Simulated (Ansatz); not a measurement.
# U-revPBE/3-21G run of PH (SMILES [PH])

Aim: the electronic atomisation energy of PH at U-revPBE/3-21G, from 3 runs. 

The calculation is run with Ansatz 0.2.0.

57 further runs of the same task are left out: 57 set aside as unsound or not needed.

**1. The molecule**

PH: 2 atoms, total charge 0, spin state triplet. As SMILES, `[PH]`. The coordinates come from a GFN2-xTB relaxation.

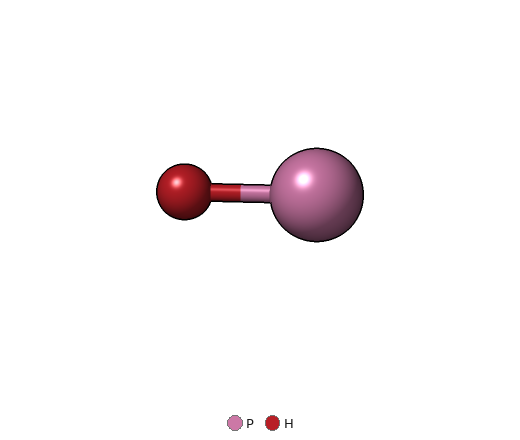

Viewed from a chosen angle; phosphorus pink, hydrogen red.

**2. The energy at U-revPBE/3-21G**

File job.yaml:

```yaml
crystal:
  periodic: [false, false, false]
  atoms:
    - {symbol: P, position_ang: [0.000000, 0.000000, 0.000000]}
    - {symbol: H, position_ang: [0.000000, 0.000000, 1.399070]}
basis:
  gaussian:
    orbitals: 3-21G.json
hamiltonian:
  xc: {name: revPBE}
accuracy: high
magnetization:
  spin_polarized: true
  initial_magnetization: 2
```

The basis set 3-21G is read from a file made from the Basis Set Exchange's data (not shown).

The run is started by

```
$ ansatz run job.yaml --threads 1 --pin off --max-ram 2610MiB --events-out events.jsonl --progress --plain --runs-dir runs
```

What it wrote:

```text
Warning: RAYON_NUM_THREADS=1 ignored (pool sized by the plan → 1); use --threads N
Functional definition: revPBE
  name "revPBE"
  parameter kappa = 1.245
  parameter beta = 0.06672455060314922
  exchange = pbe_x(kappa = kappa, mu = beta*pi^2/3)
  correlation = pbe_c(beta = beta)
277 factors; integrals over basis functions are off by at most 2.2e-9 eV
mean field evaluation 1: about -9253.5604 eV, gradient 3.4e0 eV
mean field evaluation 2: about -9253.6411 eV, gradient 1.9e0 eV
mean field evaluation 4: about -9253.6659 eV, gradient 1.1e-1 eV
mean field evaluation 8: about -9253.6601 eV, gradient 2.2e-3 eV
mean field -9253.66008572 eV, -340.0657357942 hartree, gradient 8.1e-8 eV, S^2 2.002885; 0 other end points of the search recorded, 0 dependent functions left out
reference -9253.66008787 eV, -340.0657358731 hartree; 9, 7 occupied and 6, 8 virtual orbitals, 277 factors
Total energy: -9253.66008787 eV, -340.0657358731 hartree
```

It took 0.6 s on 1 thread of Arm Neoverse V1, shared host.

**3. The H atom**

File run.yaml:

```yaml
crystal:
  periodic: [false, false, false]
  atoms:
    - symbol: H
      position_ang: [0.000000, 0.000000, 0.000000]
basis:
  gaussian: {orbitals: 3-21G.json}
accuracy: high
hamiltonian: {xc: {name: revPBE}}
magnetization: {spin_polarized: true, initial_magnetization: 1}
```

The basis set 3-21G is read from a file made from the Basis Set Exchange's data (not shown).

Run the same way, it converges to -0.49896 Eh (log not shown).

**4. The P atom at the same level**

File molecule.yaml:

```yaml
crystal:
  periodic: [false, false, false]
  atoms:
    - {symbol: P, position_ang: [0.000000, 0.000000, 0.000000]}
basis:
  gaussian: {orbitals: 3-21G.json}
magnetization: {spin_polarized: true, initial_magnetization: 3}
hamiltonian: {xc: {name: revPBE}}
accuracy: high
```

The basis set 3-21G is read from a file made from the Basis Set Exchange's data (not shown).

Run the same way, it converges to -339.46422 Eh (log not shown).

**5. Results**

At U-revPBE/3-21G:

```
                     quantity          value
       molecule: total energy  -340.06574 Eh
               molecule: ⟨S²⟩          2.003
         H atom: total energy    -0.49896 Eh
                 H atom: ⟨S²⟩          0.750
         P atom: total energy  -339.46422 Eh
                 P atom: ⟨S²⟩          3.750
electronic atomisation energy       2.791 eV
```

What this shows: Taking the molecule apart into free atoms costs 2.79 eV (269 kJ/mol), before zero-point energy and without spin-orbit coupling. The basis has no polarisation functions, which makes bonds too weak.
